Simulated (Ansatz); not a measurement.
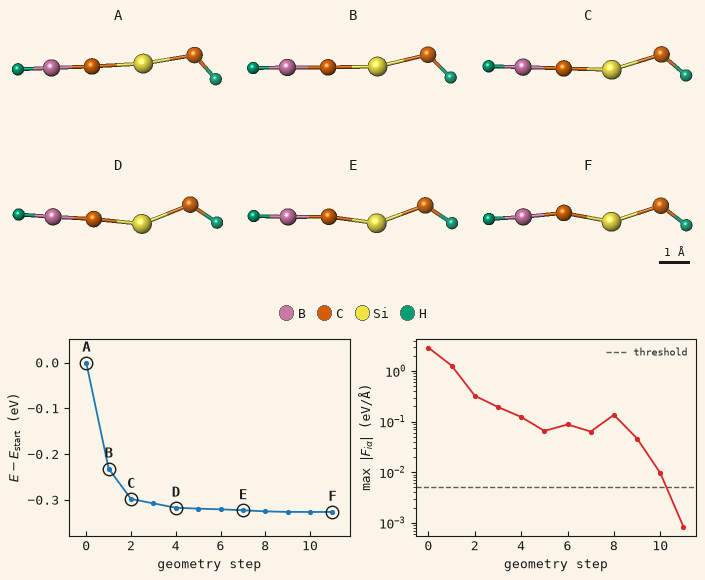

Frames of a relaxation of C2H2BSi (charge +1), marked on the history of the run. The picture is a ball-and-stick view, seen face on.

Computed with RKS PBE0-D4/def2-TZVP in Ansatz 0.2.0.

The input:
```yaml
crystal:
  periodic: [false, false, false]
  atoms:
    - {symbol: B, position_ang: [1.748530, 0.104130, -1.501640]}
    - {symbol: C, position_ang: [0.690180, 0.070220, -0.616170]}
    - {symbol: Si, position_ang: [-0.642180, 0.061540, 0.521270]}
    - {symbol: C, position_ang: [-2.000600, 0.244330, 1.642970]}
    - {symbol: H, position_ang: [2.633780, 0.128790, -2.225800]}
    - {symbol: H, position_ang: [-2.429710, -0.609010, 2.179370]}
basis:
  gaussian: {orbitals: def2-TZVP}
total_charge: 1
hamiltonian: {xc: pbe0, dispersion: d4}
relax: {f_tol: 0.005, max_steps: 200}
```

Launched with:
```bash
ansatz run in.yaml --threads 2 --pin off --events-out ev --progress --plain --max-ram 4352MiB
```

What happens along the run?

The largest move after the best rigid fit is that of Si3, 0.29 Å. Largest moves by element: Si 0.29 Å, H 0.14 Å, C 0.14 Å, B 0.07 Å. Some distances before and after: C2–Si3 1.752 → 1.651 Å, B1–H5 1.144 → 1.171 Å, B1–C2 1.380 → 1.390 Å. Bond angles that change, for instance: C2–Si3–C4 173.7° → 151.5°, B1–C2–Si3 178.7° → 163.9°, Si3–C4–H6 122.0° → 124.7°. Over 11 geometry steps the energy falls by 0.326 eV. Largest force component: 2.9 eV/Å at the start, 0.00083 eV/Å at the end. The run took 32 s on 2 threads of Arm Neoverse V1, with other jobs on the host. From step 0 to 1: Si3 moves most (0.10 Å), energy −0.231 eV. From step 1 to 2: Si3 moves most (0.11 Å), energy −0.066 eV. From step 2 to 4: Si3 moves most (0.14 Å), energy −0.019 eV. From step 4 to 7: C2 moves most (0.08 Å), energy −0.006 eV. From step 7 to 11: C2 moves most (0.13 Å), energy −0.004 eV.
